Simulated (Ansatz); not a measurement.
**C2H6GaNO: density, localisation and related maps**

```xyz
11

N     0.1464    0.6666    0.8140
C    -0.0916   -0.7579    0.9658
C    -0.2555   -1.4549   -0.1713
O    -0.2126   -0.9290   -1.3680
Ga    0.1097    0.9367   -1.2753
H     1.0398    0.9472    1.2068
H    -0.5700    1.2229    1.2706
H    -0.1266   -1.1899    1.9551
H    -0.4375   -2.5289   -0.1234
H    -1.1767    1.7784   -1.5827
H     1.5746    1.3087   -1.6917
```

Geometry: PBE0-D4/def2-TZVP.

The calculation used Ansatz, RKS PBE0-D4/def2-TZVPP.

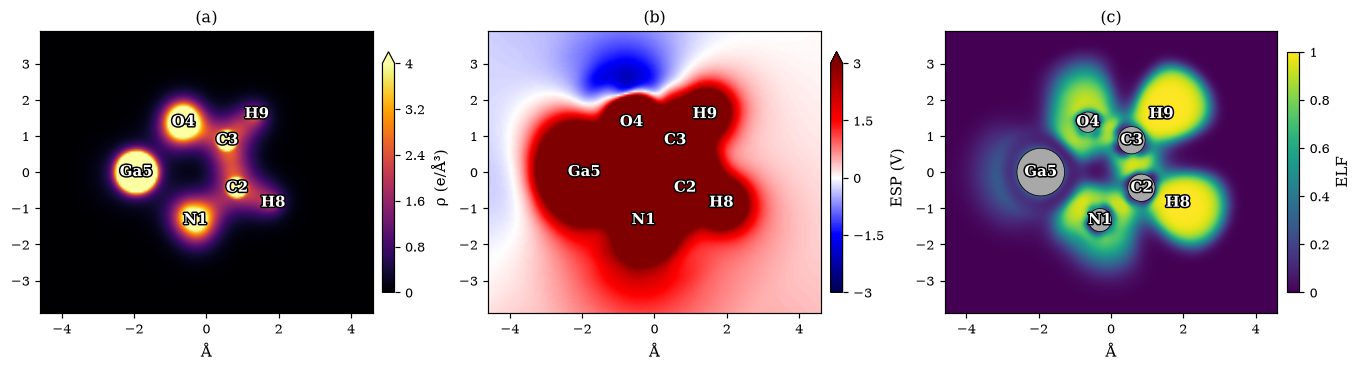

Figure 1. (a) total electron density; (b) molecular electrostatic potential; (c) ELF on the plane of atoms N1, C2 and H8. Grey discs cover the atomic cores in the ELF map.

What do the fields say about this system?

- The plane passes through N, C, O, Ga and H nuclei.
- C–O (1.31 Å): ρ is about 2.6 e/Å³ halfway; the ELF peaks at about 0.90 between the atoms: a polar covalent bond.
- C–C (1.34 Å): ρ is about 2.4 e/Å³ halfway; the ELF peaks at about 0.95 between the atoms (a multiple bond).
- C–N (1.45 Å): ρ at the midpoint is about 1.9 e/Å³; the ELF peaks at about 0.90 between the atoms (a shared electron pair).
- Ga–O (1.90 Å): the density is about 0.72 e/Å³ at the midpoint; the ELF peaks at about 0.85 in the valence shell of O, 0.6 Å from its nucleus, and is about 0.25 at the midpoint.
- Ga–N (2.11 Å): ρ is about 0.51 e/Å³ halfway; the ELF peaks at about 0.95 in the valence shell of N, 0.7 Å from its nucleus, and is about 0.35 at the midpoint.
- The ELF also peaks beside O4, away from the bonds: lone-pair regions.
- Outside the dense part of the molecule the potential is most negative (−2.1 V) near O4.

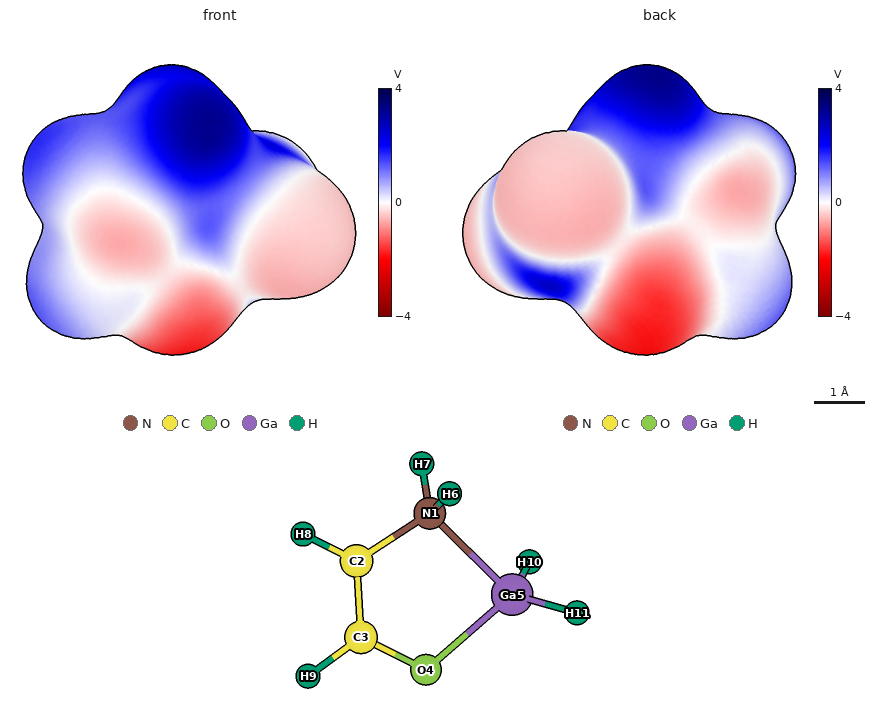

Figure 2. The molecular electrostatic potential painted on the density surface at 0.004 e/bohr³, seen from the front and from behind; the colour scale runs from red (negative) to blue (positive). The bare structure is drawn below in the same view.

Describe the electrostatic potential map.

The most negative region (about −1.9 V) lies over O4, the most positive (about +3.3 V) over H6 and H7. O4 is the likeliest acceptor of a hydrogen bond.

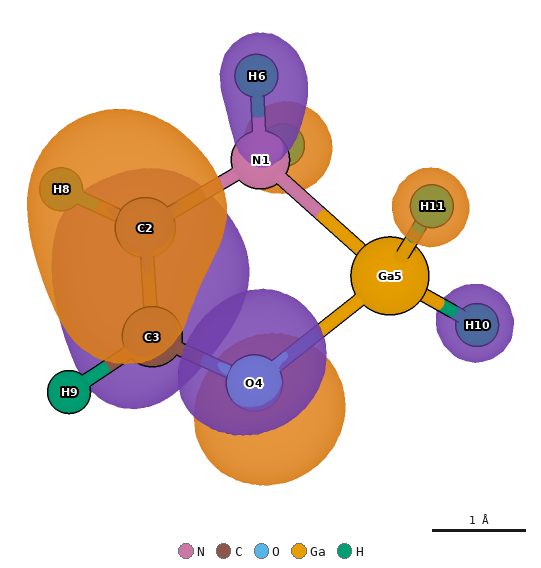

Figure 3. The HOMO at ±0.1 Å⁻³ᐟ² (orange and purple are the two phases), seen at a tilt.

What is the character of this orbital?

Its weight (Hirshfeld) is mainly on C2 (about 40 %), O4 (about 25 %) and C3 (about 15 %). Its energy is −6.31 eV.

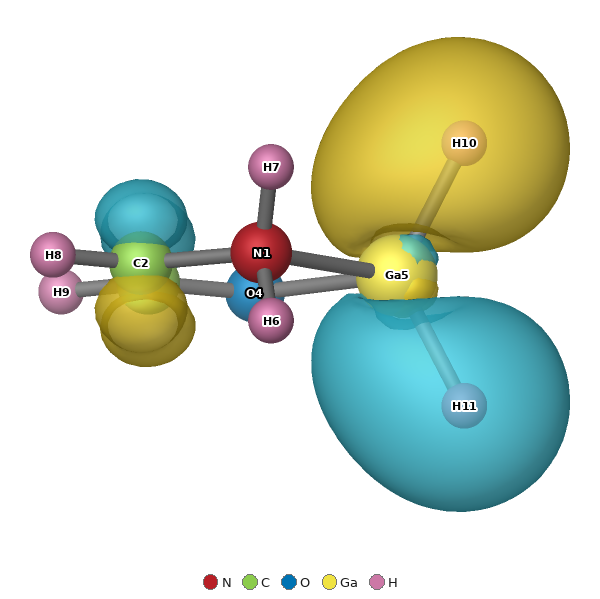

Figure 4. The HOMO−1 at ±0.1 Å⁻³ᐟ² (yellow and cyan are the two phases), seen from one side.

What is the character of this orbital?

It lies mainly on Ga5 (about 35 %), H10 (about 25 %) and H11 (about 25 %). Its energy is −8.15 eV.
